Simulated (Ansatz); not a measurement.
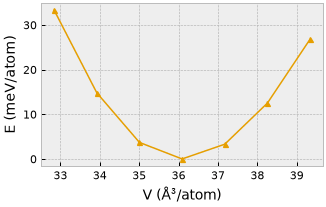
Figure. TePb in space group P-6m2 (No. 187; Pb on 1a, Te on 1f) under volume change, PBE (plane waves, PAW; program Ansatz), shape and atoms relaxed at each volume.

Q: What does a third-order Birch–Murnaghan fit give for V₀, B₀ and B′?

A: V₀ = 36.10 Å³/atom, B₀ = 32.3 GPa, B′ = 2.5.

The cell is a constructed one: a structure type filled with these elements; neither database checked (COD, Materials Project) lists it. It is not the phase usual at ambient conditions (space group No. 225). Symmetry was held in the PBE relaxation; whether a distortion lowers the energy is not shown. Spin–orbit coupling is left out wherever it is not named.

Potentials: the later of the program's two PAW sets.
